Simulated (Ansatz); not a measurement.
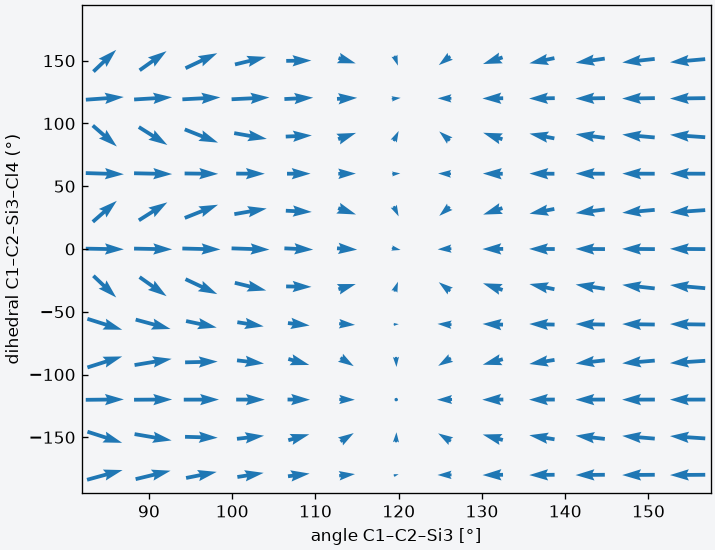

C2H3Cl2Si, SMILES [CH]=C[SiH](Cl)Cl, spin multiplicity 2. 
- The first coordinate is: angle C1–C2–Si3; the second: dihedral C1–C2–Si3–Cl4.
- Nothing is relaxed (all other coordinates rigid).
- Grid: 13 × 12 points.
- Points are written as (first, second).
- Level of theory: UKS PBE0-D4/def2-SVP in Ansatz 0.2.0.

In the figure: arrows along the force (downhill), their lengths compressed.

> The arrows alone are given. Where are the wells?

The arrows converge at (119.7°, −120°); about (121°, 120°) (0.37 kJ/mol up); about (121°, 0°) (0.39 kJ/mol up) (read from the interpolated surface).

The energy map of the same scan:

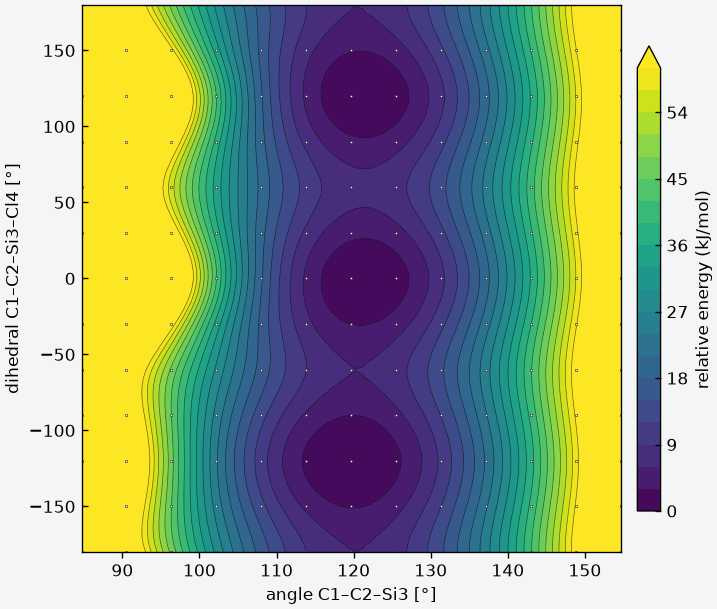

Energies are in kJ/mol, from the lowest grid point; between grid points the surface is interpolated.
